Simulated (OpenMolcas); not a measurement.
# doublet AlH3Cl, step by step

Wanted: a single-point energy (ROHF/STO-3G), then the energy (CASSCF(3,3)/STO-3G), then the energy (CASPT2(3,3)/STO-3G), then a single-point energy (SC-NEVPT2(3,3)/STO-3G), then a single-point energy (MRCI(3,3)/STO-3G) of doublet AlH3Cl. 

Program for the calculation: OpenMolcas 26.06.

1 further run of the same task is left out (set aside as unsound or not needed).

## Step 1: Starting point

AlH3Cl has 5 atoms, charge 0, and is taken as a doublet. As SMILES of the parent species, `[AlH3-][Cl]`. The shape comes from GFN2-xTB, which is rough for such elements, and wasn't checked as a minimum. That shape belongs to the parent species and isn't relaxed for this state.

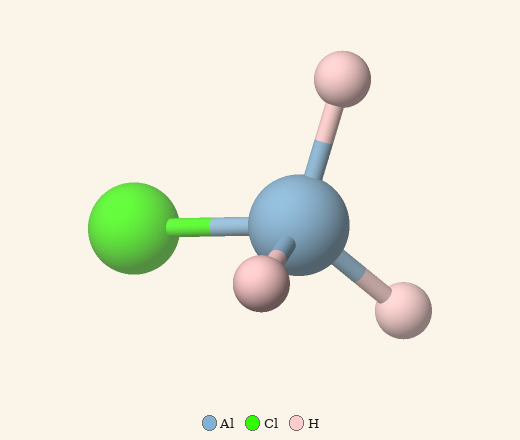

Viewed from a chosen angle; aluminium light blue, chlorine green, hydrogen pink.

## Step 2: The energy at ROHF/STO-3G (run 1)

step1.inp reads:

```
&GATEWAY
BasLib
$CurrDir
Coord
5
angstrom
Al       0.109160      -0.000440      -0.082500
Cl      -1.562720      -0.002110       1.184250
H        0.226090       1.478490      -0.704190
H       -0.160190      -1.106410      -1.218300
H        1.387660      -0.369540       0.820730
Basis
STO-3G
Group
NoSym
&SEWARD
&SCF
UHF
Spin
2
Scramble
0.25
PrOrbitals
1 1
&RASSCF
FileOrb
$Project.UnaOrb
Spin
2
Nactel
1 0 0
Inactive
16
Ras2
1
OutOrbitals
Canonical
OrbListing
Nothing
```

The basis set STO-3G is read from a file made from the Basis Set Exchange's data (not shown).

Run with:

```sh
$ export MOLCAS_MEM=1860
$ pymolcas step1.inp > step1.log
```

The program printed, shortened:

```text
--- Start Module: gateway ---
[...]
--- Stop Module: gateway /rc=_RC_ALL_IS_WELL_ ---
[...]
      Basis functions           21
[...]
--- Start Module: scf ---
[...]
       Convergence after  34 Iterations
[...]
::    Total SCF energy                               -695.2516897977
[...]
      Total spin, S                                     0.5120262465
[...]
--- Stop Module: scf /rc=_RC_ALL_IS_WELL_ ---
--- Start Module: rasscf ---
[...]
      Number of active orbitals                  1
[...]
      Spin quantum number                      0.5
[...]
      Active orbitals                            1
[...]
      Number of CSFs                             1
[...]
      Number of root(s) required                 1
[...]
      Convergence after 15 iterations
[...]
      printout of CI-coefficients larger than  0.05 for root  1
      energy=    -695.247428
      conf/sym  1     Coeff  Weight
             1  u   1.00000 1.00000
      Natural orbitals and occupation numbers for root  1
      sym 1:   1.000000
      ************************************************************************************************************************
      *                                                    Final results                                                     *
[...]
::    RASSCF root number  1 Total energy:   -695.24742785
[...]
      Total electronic charge=   33.000000
      Total            charge=   -0.000000
[...]
      Dipole Moment (debye):
      Origin of the operator (angstrom)=   -0.7732   -0.0013    0.5860
                   X=  2.6236E+00               Y=  2.7897E+00               Z= -2.9896E+00           Total=  4.8583E+00
      Quadrupole Moment (debye*angstrom):
[...]
--- Stop Module: rasscf /rc=_RC_ALL_IS_WELL_ ---
[...]
```

Run time: 2.5 s. Hardware: 1 thread of Arm Neoverse V2, shared host; peak memory 0.37 GiB.

## Step 3: The energy at CASSCF(3,3)/STO-3G (run 2)

step2.inp reads:

```
* AlClH3 CASSCF

&GATEWAY
 BasLib=$CurrDir
 Coord
 5
 angstrom
 Al       0.109160      -0.000440      -0.082500
 Cl      -1.562720      -0.002110       1.184250
 H        0.226090       1.478490      -0.704190
 H       -0.160190      -1.106410      -1.218300
 H        1.387660      -0.369540       0.820730
 Basis=STO-3G
 Group=NoSym

&SEWARD

&RASSCF
 FileOrb=$CurrDir/step1.RasOrb
 Spin=2
 Nactel=3 0 0
 Inactive=15
 Ras2=3
 OrbListing=Nothing
```

The basis set STO-3G is read from a file made from the Basis Set Exchange's data (not shown).

Run with:

```sh
$ export MOLCAS_MEM=1860
$ pymolcas step2.inp > step2.log
```

The program printed, shortened:

```text
--- Start Module: gateway ---
[...]
--- Stop Module: gateway /rc=_RC_ALL_IS_WELL_ ---
--- Start Module: seward ---
[...]
      Basis functions           21
--- Stop Module: seward /rc=_RC_ALL_IS_WELL_ ---
--- Start Module: rasscf ---
[...]
      Number of active orbitals                  3
[...]
      Spin quantum number                      0.5
[...]
      Active orbitals                            3
[...]
      Number of CSFs                             8
[...]
      Number of root(s) required                 1
[...]
      Convergence after 46 iterations
[...]
      printout of CI-coefficients larger than  0.05 for root  1
      energy=    -695.270153
      conf/sym  111     Coeff  Weight
             1  2u0   0.97806 0.95661
             4  udu   0.16212 0.02628
             6  uud   0.09360 0.00876
             8  0u2   0.09131 0.00834
      Natural orbitals and occupation numbers for root  1
      sym 1:   1.948265   1.000005   0.051730
      ************************************************************************************************************************
      *                                                    Final results                                                     *
[...]
::    RASSCF root number  1 Total energy:   -695.27015261
[...]
      Total electronic charge=   33.000000
      Total            charge=   -0.000000
[...]
      Dipole Moment (debye):
      Origin of the operator (angstrom)=   -0.7732   -0.0013    0.5860
                   X=  3.9808E+00               Y=  1.3900E+00               Z= -1.4466E+00           Total=  4.4577E+00
      Quadrupole Moment (debye*angstrom):
[...]
--- Stop Module: rasscf /rc=_RC_ALL_IS_WELL_ ---
[...]
```

Wall time 2.2 s (1 thread of Arm Neoverse V2, shared host); peak memory 0.37 GiB.

## Step 4: A single-point energy at CASPT2(3,3)/STO-3G (run 3)

step3.inp reads:

```
* AlClH3 CASPT2
&GATEWAY
BasLib
$CurrDir
Coord
5
angstrom
Al       0.109160      -0.000440      -0.082500
Cl      -1.562720      -0.002110       1.184250
H        0.226090       1.478490      -0.704190
H       -0.160190      -1.106410      -1.218300
H        1.387660      -0.369540       0.820730
Basis
STO-3G
Group
NoSym
&SEWARD
&RASSCF
FileOrb
$CurrDir/step2.RasOrb
Spin
2
Nactel
3 0 0
Inactive
15
Ras2
3
OrbListing
Nothing
&CASPT2
Imaginary
0.1
Frozen
10
```

The basis set STO-3G is read from a file made from the Basis Set Exchange's data (not shown).

Run with:

```sh
$ export MOLCAS_MEM=1860
$ pymolcas step3.inp > step3.log
```

The program printed, shortened:

```text
--- Start Module: gateway ---
[...]
--- Stop Module: gateway /rc=_RC_ALL_IS_WELL_ ---
[...]
      Basis functions           21
[...]
--- Start Module: rasscf ---
[...]
      Number of active orbitals                  3
[...]
      Spin quantum number                      0.5
[...]
      Active orbitals                            3
[...]
      Number of CSFs                             8
[...]
      Number of root(s) required                 1
[...]
      Convergence after  4 iterations
[...]
      printout of CI-coefficients larger than  0.05 for root  1
      energy=    -695.270153
      conf/sym  111     Coeff  Weight
             1  2u0   0.97806 0.95661
             4  udu   0.16212 0.02628
             6  uud   0.09360 0.00876
             8  0u2   0.09131 0.00834
      Natural orbitals and occupation numbers for root  1
      sym 1:   1.948266   1.000005   0.051730
      ************************************************************************************************************************
      *                                                    Final results                                                     *
[...]
::    RASSCF root number  1 Total energy:   -695.27015262
[...]
      Total electronic charge=   33.000000
      Total            charge=   -0.000000
[...]
      Dipole Moment (debye):
      Origin of the operator (angstrom)=   -0.7732   -0.0013    0.5860
                   X=  3.9806E+00               Y=  1.3904E+00               Z= -1.4469E+00           Total=  4.4578E+00
      Quadrupole Moment (debye*angstrom):
[...]
--- Stop Module: rasscf /rc=_RC_ALL_IS_WELL_ ---
--- Start Module: caspt2 ---
[...]
 ###    WARNING: User changed nr of frozen orbitals.                         ###
 ###############################################################################
[...]
      E2 (Variational):          -0.0286660963
      Total energy:            -695.2988187158
[...]
      Reference weight:           0.98298
[...]
::    CASPT2 Root  1     Total energy:   -695.29881872
[...]
--- Stop Module: caspt2 /rc=_RC_ALL_IS_WELL_ ---
[...]
```

It took 1.5 s on 1 thread of Arm Neoverse V2, shared host; peak memory 0.37 GiB.

## Step 5: The energy at SC-NEVPT2(3,3)/STO-3G (run 4)

step4.inp reads:

```
&GATEWAY
 BasLib = $CurrDir
 Coord
 5
 angstrom
 Al       0.109160      -0.000440      -0.082500
 Cl      -1.562720      -0.002110       1.184250
 H        0.226090       1.478490      -0.704190
 H       -0.160190      -1.106410      -1.218300
 H        1.387660      -0.369540       0.820730
 Basis = STO-3G
 Group = NoSym

&SEWARD

&RASSCF
 FileOrb = $CurrDir/step2.RasOrb
 Spin = 2
 Nactel = 3 0 0
 Inactive = 15
 Ras2 = 3
 OrbListing = Nothing

&CASPT2
 SC-NEVPT2
 Frozen = 10
```

The basis set STO-3G is read from a file made from the Basis Set Exchange's data (not shown).

Run with:

```sh
$ export MOLCAS_MEM=1860
$ pymolcas step4.inp > step4.log
```

The program printed, shortened:

```text
--- Start Module: gateway ---
[...]
--- Stop Module: gateway /rc=_RC_ALL_IS_WELL_ ---
[...]
      Basis functions           21
[...]
--- Start Module: rasscf ---
[...]
      Number of active orbitals                  3
[...]
      Spin quantum number                      0.5
[...]
      Active orbitals                            3
[...]
      Number of CSFs                             8
[...]
      Number of root(s) required                 1
[...]
      Convergence after  4 iterations
[...]
      printout of CI-coefficients larger than  0.05 for root  1
      energy=    -695.270153
      conf/sym  111     Coeff  Weight
             1  2u0   0.97806 0.95661
             4  udu   0.16212 0.02628
             6  uud   0.09360 0.00876
             8  0u2   0.09131 0.00834
      Natural orbitals and occupation numbers for root  1
      sym 1:   1.948266   1.000005   0.051730
      ************************************************************************************************************************
      *                                                    Final results                                                     *
[...]
::    RASSCF root number  1 Total energy:   -695.27015262
[...]
      Total electronic charge=   33.000000
      Total            charge=   -0.000000
[...]
      Dipole Moment (debye):
      Origin of the operator (angstrom)=   -0.7732   -0.0013    0.5860
                   X=  3.9806E+00               Y=  1.3904E+00               Z= -1.4469E+00           Total=  4.4578E+00
      Quadrupole Moment (debye*angstrom):
[...]
--- Stop Module: rasscf /rc=_RC_ALL_IS_WELL_ ---
--- Start Module: caspt2 ---
[...]
 ###    WARNING: User changed nr of frozen orbitals.                         ###
 ###############################################################################
[...]
      E2 (Variational):          -0.0288003775
[...]
      E2 (Variational):          -0.0284477160
      Total energy:            -695.2986003355
[...]
      Reference weight:           0.98342
[...]
::    SC-NEVPT2 Root  1     Total energy:   -695.29860034
[...]
--- Stop Module: caspt2 /rc=_RC_ALL_IS_WELL_ ---
[...]
```

Wall time 1.5 s (1 thread of Arm Neoverse V2, shared host); peak memory 0.37 GiB.

## Step 6: The energy at MRCI(3,3)/STO-3G (run 5)

step5.input reads:

```
* AlClH3 MRCI
>>> EXPORT MOLCAS_PRINT=2

&GATEWAY
 BasLib = $CurrDir
 Coord
 5
 angstrom
 Al       0.109160      -0.000440      -0.082500
 Cl      -1.562720      -0.002110       1.184250
 H        0.226090       1.478490      -0.704190
 H       -0.160190      -1.106410      -1.218300
 H        1.387660      -0.369540       0.820730
 Basis = STO-3G
 Group = NoSym

&SEWARD

&RASSCF
 FileOrb = $CurrDir/step2.RasOrb
 Spin = 2
 Nactel = 3 0 0
 Inactive = 15
 Ras2 = 3
 OrbListing = Nothing

&MOTRA
 LumOrb
 Frozen = 10

&GUGA
 Electrons = 13
 Spin = 2
 Inactive = 5
 Active = 3
 CIAll = 1

&MRCI
 SDCI
```

The basis set STO-3G is read from a file made from the Basis Set Exchange's data (not shown).

Run with:

```sh
$ export MOLCAS_MEM=1860
$ pymolcas step5.input > step5.log
```

The program printed, shortened:

```text
--- Start Module: gateway ---
[...]
--- Stop Module: gateway /rc=_RC_ALL_IS_WELL_ ---
[...]
      Basis functions           21
[...]
      Number of active orbitals                  3
[...]
      Spin quantum number                      0.5
[...]
      Active orbitals                            3
[...]
      Number of CSFs                             8
[...]
      Number of root(s) required                 1
[...]
      Convergence after  4 iterations
[...]
      printout of CI-coefficients larger than  0.05 for root  1
      energy=    -695.270153
      conf/sym  111     Coeff  Weight
             1  2u0   0.97806 0.95661
             4  udu   0.16212 0.02628
             6  uud   0.09360 0.00876
             8  0u2   0.09131 0.00834
      Natural orbitals and occupation numbers for root  1
      sym 1:   1.948266   1.000005   0.051730
      ************************************************************************************************************************
      *                                                    Final results                                                     *
[...]
::    RASSCF root number  1 Total energy:   -695.27015262
[...]
      Dipole Moment (debye):
      Origin of the operator (angstrom)=   -0.7732   -0.0013    0.5860
                   X=  3.9806E+00               Y=  1.3904E+00               Z= -1.4469E+00           Total=  4.4578E+00
      Quadrupole Moment (debye*angstrom):
[...]
      *** WARNING: Default frozen orbitals is overwritten by user input.
      *** Default values:   7
[...]
--- Start Module: guga ---
[...]
--- Stop Module: guga /rc=_RC_ALL_IS_WELL_ ---
--- Start Module: mrci ---
[...]
       (But an ACPF correction will be computed)
       USE THE DEFAULT ACPF G-VALUE GFAC=  0.15384615384615385
[...]
                      CI ENERGY:  -695.31422122
[...]
                ACPF CORRECTION:    -0.00309896
[...]
      Total electronic charge=   33.000000
      Total            charge=   -0.000000
[...]
     ACPF CORRECTION:     -0.00309896
[...]
  CI State   1     Total energy:   -695.31422122     QDav:     -0.00370985     QACPF:     -0.00309896
[...]
--- Stop Module: mrci /rc=_RC_ALL_IS_WELL_ ---
[...]
```

It took 1.8 s on 1 thread of Arm Neoverse V2, shared host; peak memory 0.37 GiB.

## Step 7: Results

```
                         quantity                                                                value
 run 1, ROHF/STO-3G: total energy                                                        -695.24743 Eh
run 1, ROHF/STO-3G: dipole moment                                                               4.86 D
        run 2, CASSCF(3,3)/STO-3G  no result (a known fault or a wrong state: its values are left out)
        run 3, CASPT2(3,3)/STO-3G  no result (a known fault or a wrong state: its values are left out)
     run 4, SC-NEVPT2(3,3)/STO-3G  no result (a known fault or a wrong state: its values are left out)
          run 5, MRCI(3,3)/STO-3G  no result (a known fault or a wrong state: its values are left out)
```

What this shows: 4 of the 5 runs ended normally but are set aside, since settings or state are in doubt.
